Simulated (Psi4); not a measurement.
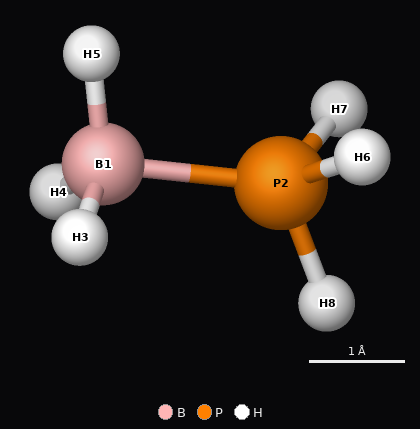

**Figure 1.** The structure (ball-and-stick view, seen at a tilt; atoms are numbered from 1 in the order of the input).

BPH6: excited-state calculation

System: BPH6, SMILES [BH3-][PH3+].
Method: TDA (BHLYP)/may-cc-pVTZ, RKS (Psi4 1.11).

The geometry comes from this level: PBE0-D4/def2-TZVP.

Input (calc.in)
```python
memory 1600 mb

molecule {
  0 1
  B     -0.556100     0.227200    -0.914000
  P      0.433900    -0.181600     0.667700
  H     -1.693400     0.343100    -0.520100
  H     -0.367800    -0.730200    -1.628000
  H     -0.055500     1.254200    -1.309900
  H      0.418800     0.755700     1.718800
  H      1.823100    -0.380300     0.547100
  H      0.089200    -1.345200     1.382600
  symmetry c1
}

set basis may-cc-pVTZ
set reference rks
set puream true
set scf_type df
set dft_radial_points 99
set dft_spherical_points 590
set save_jk true

from psi4.driver.procrouting.response.scf_response import tdscf_excitations
e, wfn = energy('bhhlyp', return_wfn=True)
states = tdscf_excitations(wfn, states=4, tda=True)
print_variables()
```

Launch command:
```bash
psi4 -i calc.in -o calc.out -n 1
```

What the program printed
```
Psi4 1.11 release

   => Loading Basis Set <=

    Name: MAY-CC-PVTZ
    Role: ORBITAL
    Keyword: BASIS

         ---------------------------------------------------------
                                   SCF
                              RKS Reference
                        1 Threads,   1525 MiB Core
         ---------------------------------------------------------

  ==> Geometry <==

    Molecular point group: c1
    Full point group: C1

    Geometry (in Angstrom), charge = 0, multiplicity = 1:

       Center              X                  Y                   Z               Mass
    ------------   -----------------  -----------------  -----------------  -----------------
         B           -0.712946045272     0.294387662975    -1.139081459616    11.009305360000
         P            0.277053954728    -0.114412337025     0.442618540384    30.973761998420
         H           -1.850246045272     0.410287662975    -0.745181459616     1.007825032230
         H           -0.524646045272    -0.663012337025    -1.853081459616     1.007825032230
         H           -0.212346045272     1.321387662975    -1.534981459616     1.007825032230
         H            0.261953954728     0.822887662975     1.493718540384     1.007825032230
         H            1.666253954728    -0.313112337025     0.322018540384     1.007825032230
         H           -0.067646045272    -1.278012337025     1.157518540384     1.007825032230

  Running in c1 symmetry.

  Rotational constants: A =      1.90682  B =      0.36014  C =      0.36014 [cm^-1]
  Rotational constants: A =  57165.03458  B =  10796.71002  C =  10796.69711 [MHz]
  Nuclear repulsion =   59.544517156228110

  Charge       = 0
  Multiplicity = 1
  Electrons    = 26
  Nalpha       = 13
  Nbeta        = 13

  ==> Algorithm <==

  SCF Algorithm Type is DF.
  DIIS enabled.
  MOM disabled.
  Fractional occupation disabled.
  Guess Type is SAD.
  Energy threshold   = 1.00e-06
  Density threshold  = 1.00e-06
  Integral threshold = 1.00e-12

  ==> Primary Basis <==

  Basis Set: MAY-CC-PVTZ
    Blend: MAY-CC-PVTZ
    Number of shells: 62
    Number of basis functions: 156
    Number of Cartesian functions: 172
    Spherical Harmonics?: true
    Max angular momentum: 3

  ==> DFT Potential <==

   => LibXC <=

    Version 7.1.2

   => Composite Functional: BHANDHLYP <=

    BHandHLYP Hyb-GGA Exchange-Correlation Functional

    Defined through Gaussian implementation.

    Deriv               =              1
    GGA                 =           TRUE
    Meta                =          FALSE

    Exchange Hybrid     =           TRUE
    MP2 Hybrid          =          FALSE

   => Exchange Functionals <=

    0.5000         Becke 88

   => Exact (HF) Exchange <=

    0.5000               HF

   => Correlation Functionals <=

    1.0000   Lee, Yang & Parr

   => LibXC Density Thresholds  <==

    XC_HYB_GGA_XC_BHANDHLYP:  1.00E-15

   => Molecular Quadrature <=

    Radial Scheme          =       TREUTLER
    Pruning Scheme         =           NONE
    Nuclear Scheme         =       TREUTLER

    Blocking Scheme        =         OCTREE
    BS radius alpha        =              1
    Pruning alpha          =              1
    Radial Points          =             99
    Spherical Points       =            590
    Total Points           =         448785
    Total Blocks           =           3236
    Max Points             =            256
    Max Functions          =            156
    Weights Tolerance      =       1.00E-15

   => Loading Basis Set <=

    Name: (MAY-CC-PVTZ AUX)
    Role: JKFIT
    Keyword: DF_BASIS_SCF

  ==> Integral Setup <==

  DFHelper Memory: AOs need 0.078 GiB; user supplied 0.078 GiB.
  SCF_SUBTYPE=INCORE selected. In-core MEM_DF algorithm will be used.
  Using in-core AOs.

  ==> MemDFJK: Density-Fitted J/K Matrices <==

    J tasked:                   Yes
    K tasked:                   Yes
    wK tasked:                   No
    Memory [MiB]:                79
    Algorithm:                 Core
    Schwarz Cutoff:           1E-12
    Mask sparsity (%):       0.4109
    Fitting Condition:        1E-10

   => Auxiliary Basis Set <=

  Basis Set: (MAY-CC-PVTZ AUX)
    Blend: MAY-CC-PVTZ-JKFIT
    Number of shells: 128
    Number of basis functions: 398
    Number of Cartesian functions: 471
    Spherical Harmonics?: true
    Max angular momentum: 4

  Cached 50.0% of DFT collocation blocks in 0.845 [GiB].

  Minimum eigenvalue in the overlap matrix is 9.5467272037E-04.
  Reciprocal condition number of the overlap matrix is 1.2022261325E-04.
    Using symmetric orthogonalization.

  ==> Pre-Iterations <==

  SCF Guess: Superposition of Atomic Densities via on-the-fly atomic UHF (no occupation information).

   -------------------------
    Irrep   Nso     Nmo
   -------------------------
     A        156     156
   -------------------------
    Total     156     156
   -------------------------

  ==> Iterations <==

                           Total Energy        Delta E     RMS |[F,P]|

   @DF-RKS iter SAD:  -369.34488788111690   -3.69345e+02   0.00000e+00
   @DF-RKS iter   1:  -369.61515194491335   -2.70264e-01   3.24927e-03 DIIS/ADIIS
   @DF-RKS iter   2:  -369.69211186966601   -7.69599e-02   2.28466e-03 DIIS/ADIIS
   @DF-RKS iter   3:  -369.78411850430308   -9.20066e-02   1.65161e-04 DIIS/ADIIS
   @DF-RKS iter   4:  -369.78459906367175   -4.80559e-04   3.53514e-05 DIIS
   @DF-RKS iter   5:  -369.78462168804629   -2.26244e-05   3.62364e-06 DIIS
   @DF-RKS iter   6:  -369.78462208428482   -3.96239e-07   4.47401e-07 DIIS
  Energy and wave function converged.

  ==> Post-Iterations <==

   Electrons on quadrature grid:
      Ntotal   =   26.0000000046 ; deviation = 4.605e-09

    Orbital Energies [Eh]
    ---------------------

    Doubly Occupied:

       1A    -78.244088     2A     -7.011674     3A     -6.971495
       4A     -5.032972     5A     -5.032972     6A     -5.030066
       7A     -0.797214     8A     -0.584472     9A     -0.503201
      10A     -0.503178    11A     -0.373290    12A     -0.363205
      13A     -0.363194

    Virtual:

      14A     -0.002392    15A      0.036190    16A      0.036501
      17A      0.036502    18A      0.053006    19A      0.055874
      20A      0.055885    21A      0.066520    22A      0.066521
      23A      0.100094    24A      0.143820    25A      0.147498
      26A      0.147510    27A      0.205597    28A      0.247777
      29A      0.274815    30A      0.274820    31A      0.282753
      32A      0.305668    33A      0.305674    34A      0.318687
      35A      0.318701    36A      0.395419    37A      0.413297
      38A      0.413300    39A      0.462998    40A      0.490027
      41A      0.490064    42A      0.500233    43A      0.591209
      44A      0.595440    45A      0.595463    46A      0.626544
      47A      0.676373    48A      0.676395    49A      0.743409
      50A      0.763793    51A      0.881947    52A      0.884082
      53A      0.884090    54A      0.885347    55A      0.908633
      56A      0.908682    57A      0.973619    58A      0.973746
      59A      1.009984    60A      1.106038    61A      1.106100
      62A      1.136936    63A      1.222142    64A      1.222164
      65A      1.324863    66A      1.324918    67A      1.344208
      68A      1.407000    69A      1.407091    70A      1.423530
      71A      1.505108    72A      1.505117    73A      1.583147
      74A      1.593874    75A      1.593955    76A      1.634262
      77A      1.636086    78A      1.636125    79A      1.664770
      80A      1.773788    81A      1.773821    82A      1.831677
      83A      1.872397    84A      1.872467    85A      1.910728
      86A      1.987282    87A      2.099517    88A      2.099536
      89A      2.149067    90A      2.149140    91A      2.240017
      92A      2.246610    93A      2.363595    94A      2.363614
      95A      2.563706    96A      2.563768    97A      2.616633
      98A      2.706230    99A      2.706238   100A      2.779991
     101A      2.821692   102A      2.821743   103A      3.082510
     104A      3.082575   105A      3.165826   106A      3.217406
     107A      3.222621   108A      3.282314   109A      3.282361
     110A      3.358459   111A      3.507636   112A      3.507702
     113A      3.523576   114A      3.523617   115A      3.584250
     116A      3.684613   117A      3.684657   118A      3.741929
     119A      3.766168   120A      3.790113   121A      3.834911
     122A      3.834930   123A      3.893362   124A      3.941004
     125A      3.941045   126A      3.941622   127A      4.022530
     128A      4.028974   129A      4.028989   130A      4.077743
     131A      4.157115   132A      4.157137   133A      4.204662
     134A      4.204918   135A      4.224444   136A      4.272764
     137A      4.274716   138A      4.274753   139A      4.375198
     140A      4.375247   141A      4.484208   142A      4.484282
     143A      4.533390   144A      4.676850   145A      4.715839
     146A      4.715914   147A      4.907267   148A      4.907340
     149A      4.986531   150A      5.066782   151A      5.066841
     152A      5.088696   153A      5.088734   154A      5.092965
     155A      6.420085   156A     11.007153

    Final Occupation by Irrep:
              A
    DOCC [    13 ]
    NA   [    13 ]
    NB   [    13 ]

  @DF-RKS Final Energy:  -369.78462208428482

   => Energetics <=

    Nuclear Repulsion Energy =             59.5445171562281104
    One-Electron Energy =                -626.1551462696062345
    Two-Electron Energy =                 212.0309597411649349
    DFT Exchange-Correlation Energy =     -15.2049527120717123
    Empirical Dispersion Energy =           0.0000000000000000
    VV10 Nonlocal Energy =                  0.0000000000000000
    Total Energy =                       -369.7846220842848766

Computation Completed

Properties will be evaluated at   0.000000,   0.000000,   0.000000 [a0]

Properties computed using the SCF density matrix

 Multipole Moments:

 ------------------------------------------------------------------------------------
     Multipole            Electronic (a.u.)      Nuclear  (a.u.)        Total (a.u.)
 ------------------------------------------------------------------------------------

 L = 1.  Multiply by 2.5417464519 to convert [e a0] to [Debye]
 Dipole X            :          1.1051143           -0.2562415            0.8488727
 Dipole Y            :         -0.4567163            0.1061634           -0.3505529
 Dipole Z            :          1.7646141           -0.4084037            1.3562104
 Magnitude           :                                                    1.6379191

 ------------------------------------------------------------------------------------

	total time  =         13 seconds =       0.22 minutes

******************************************************************************************
**********                               WARNING                                **********
**********       The names of excited state variables changed between 1.5       **********
**********     and 1.6. For a quick solution, remove the symmetry specifier     **********
**********   from the variable name. For full details, see 'Notes on Psivars'   **********
**********                        in the documentation.                         **********
******************************************************************************************

         ---------------------------------------------------------
                         TDSCF excitation energies
         ---------------------------------------------------------

  ==> Options <==

     Residual threshold  : 1.0000e-04
     Initial guess       : denominators
     Reference           : RHF
     Solver type         : TDA (Davidson)

  ==> Requested Excitations <==

      4 singlet states with A symmetry

  ==> Seeking the lowest 4 singlet states with A symmetry

                         Generalized Davidson Solver

  ==> Options <==

    Max number of iterations        = 60
    Eigenvector tolerance           = 1.0000e-04
    Max number of expansion vectors = 800

  => Iterations <=
                           Max[D[value]]     Max[|R|]   # vectors
  DavidsonSolver iter   1:   3.16825e-01  3.96281e-02     16
  DavidsonSolver iter   2:   5.50876e-03  2.08719e-02     20
  DavidsonSolver iter   3:   1.00650e-03  7.28462e-03     24
  DavidsonSolver iter   4:   3.49316e-04  1.04067e-02     28
  DavidsonSolver iter   5:   6.84511e-04  9.95688e-03     32
  DavidsonSolver iter   6:   3.14210e-04  3.28239e-03     36
  DavidsonSolver iter   7:   2.35082e-05  1.16602e-03     40
  DavidsonSolver iter   8:   2.50923e-06  4.31631e-04     43
  DavidsonSolver iter   9:   5.92026e-07  4.68539e-04     44
  DavidsonSolver iter  10:   2.73207e-06  1.56611e-03     45
  DavidsonSolver iter  11:   6.70771e-06  1.01933e-03     46
  DavidsonSolver iter  12:   9.48816e-07  3.45416e-04     47
  DavidsonSolver iter  13:   9.01171e-08  1.02310e-04     48
  DavidsonSolver iter  14:   6.28437e-09  5.24982e-05     49      Converged

******************************************************************************************
**********                               WARNING                                **********
**********  Length-gauge rotatory strengths are **NOT** gauge-origin invariant  **********
******************************************************************************************

                                    Excitation Energy         Total Energy        Oscillator Strength             Rotatory Strength
     #   Sym: GS->ES (Trans)        au              eV              au          au (length)    au (velocity)    au (length)    au (velocity)
    ---- -------------------- --------------- --------------- --------------- --------------- --------------- --------------- ---------------
     1        A->A (1 A)       0.28910         7.86669        -369.49553       0.0006          0.0005         -0.0000         -0.0000
     2        A->A (1 A)       0.28911         7.86702        -369.49551       0.0006          0.0005         -0.0000         -0.0000
     3        A->A (1 A)       0.29360         7.98917        -369.49103       0.0725          0.0575         -0.0000         -0.0000
     4        A->A (1 A)       0.30952         8.42257        -369.47510       0.0891          0.0557          0.0004          0.0004

Contributing excitations
Only contributions with abs(coeff) > 1.00e-01 will be printed:

Excited State    1 (1 A):   0.28910 au   157.61 nm f = 0.0006
  Sums of squares: Xssq =  1.000000e+00
     12a  ->  14a     0.105676 ( 1.117%)
     13a  ->  14a     0.941392 (88.622%)
     13a  ->  15a    -0.230377 ( 5.307%)
     13a  ->  23a    -0.126639 ( 1.604%)
     13a  ->  24a     0.117825 ( 1.388%)

Excited State    2 (1 A):   0.28911 au   157.60 nm f = 0.0006
  Sums of squares: Xssq =  1.000000e+00
     12a  ->  14a     0.941384 (88.620%)
     12a  ->  15a    -0.230127 ( 5.296%)
     12a  ->  23a    -0.126626 ( 1.603%)
     12a  ->  24a     0.117849 ( 1.389%)
     13a  ->  14a    -0.105673 ( 1.117%)

Excited State    3 (1 A):   0.29360 au   155.19 nm f = 0.0725
  Sums of squares: Xssq =  1.000000e+00
     11a  ->  14a     0.941964 (88.730%)
     11a  ->  15a    -0.172813 ( 2.986%)
     11a  ->  23a    -0.179088 ( 3.207%)

Excited State    4 (1 A):   0.30952 au   147.20 nm f = 0.0891
  Sums of squares: Xssq =  1.000000e+00
     11a  ->  17a     0.191255 ( 3.658%)
     11a  ->  19a     0.473623 (22.432%)
     12a  ->  15a    -0.560360 (31.400%)
     12a  ->  19a    -0.195622 ( 3.827%)
     12a  ->  24a    -0.110516 ( 1.221%)
     13a  ->  15a     0.520095 (27.050%)
     13a  ->  20a     0.195806 ( 3.834%)
     13a  ->  24a     0.102552 ( 1.052%)

******************************************************************************************
**********                               WARNING                                **********
**********       The names of excited state variables changed between 1.5       **********
**********     and 1.6. For a quick solution, remove the symmetry specifier     **********
**********   from the variable name. For full details, see 'Notes on Psivars'   **********
**********                        in the documentation.                         **********
******************************************************************************************

  Variable Map:
  ----------------------------------------------------------------------------
  "CURRENT ENERGY"              =>    -369.784622084285
  "CURRENT REFERENCE ENERGY"    =>    -369.784622084285
  "DD SOLVATION ENERGY"         =>       0.000000000000
  "DFT FUNCTIONAL TOTAL ENERGY" =>    -369.784622084285
  "DFT TOTAL ENERGY"            =>    -369.784622084285
  "DFT VV10 ENERGY"             =>       0.000000000000
  "DFT XC ENERGY"               =>     -15.204952712072
  "GRID ELECTRONS ALPHA"        =>      13.000000002302
  "GRID ELECTRONS BETA"         =>      13.000000002302
  "GRID ELECTRONS TOTAL"        =>      26.000000004605
  "NUCLEAR REPULSION ENERGY"    =>      59.544517156228
  "ONE-ELECTRON ENERGY"         =>    -626.155146269606
  "PCM POLARIZATION ENERGY"     =>       0.000000000000
  "PE ENERGY"                   =>       0.000000000000
  "SCF ITERATION ENERGY"        =>    -369.784622084285
  "SCF ITERATIONS"              =>       6.000000000000
  "SCF TOTAL ENERGY"            =>    -369.784622084285
  "TWO-ELECTRON ENERGY"         =>     212.030959741165
  "XC GRID RADIAL POINTS"       =>      99.000000000000
  "XC GRID SPHERICAL POINTS"    =>     590.000000000000
  "XC GRID TOTAL POINTS"        =>  448785.000000000000

  Array Variable Map:
  ----------------------------------------------------------------------------
  "CURRENT DIPOLE"              =>       0.848872723433 ... 1.356210393734 1 by 3
  "SCF DIPOLE"                  =>       0.848872723433 ... 1.356210393734 1 by 3
  "SCF TOTAL ENERGIES"          =>    -369.344887881117 ... -369.784622084285 1 by 7

    Psi4 run time: 0:01:21.20
```

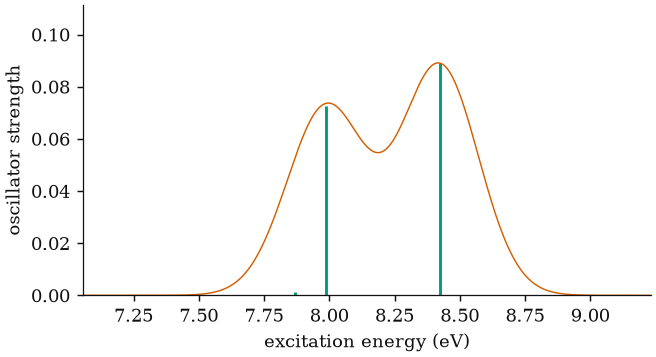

**Figure 2.** Computed excitations as sticks (degenerate states added up, dark ones marked on the axis), with a Gaussian envelope of 0.35 eV full width at half maximum, scaled to the tallest. Of the 4 states the lowest lies at 7.87 eV (f = 0.001); the strongest line is at 8.42 eV, or 147 nm (f = 0.089).

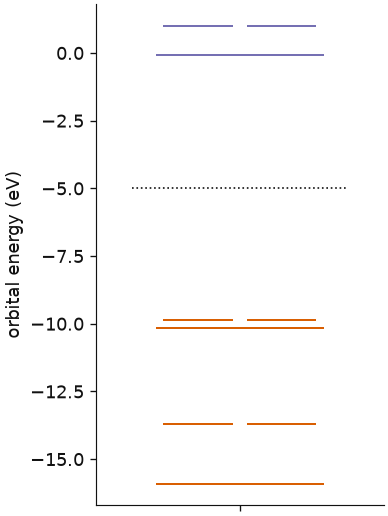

**Figure 3.** Orbital energies near the frontier; the dotted line parts filled from empty levels, and levels within 0.02 eV of each other stand side by side. Highest filled −9.88 eV, lowest empty −0.07 eV, 9.81 eV apart.

Summary

- outcome: converged
- total energy: −369.784622 hartree
- basis functions: 156
- HOMO: −9.88 eV
- LUMO: −0.07 eV
- dipole moment: 4.16 D
- lowest excitation: 7.87 eV
- hardware: 1 thread of Intel Xeon (Granite Rapids), 64 GiB of memory available, shared host
- wall time: 83 s
- peak memory: 1.3 GiB
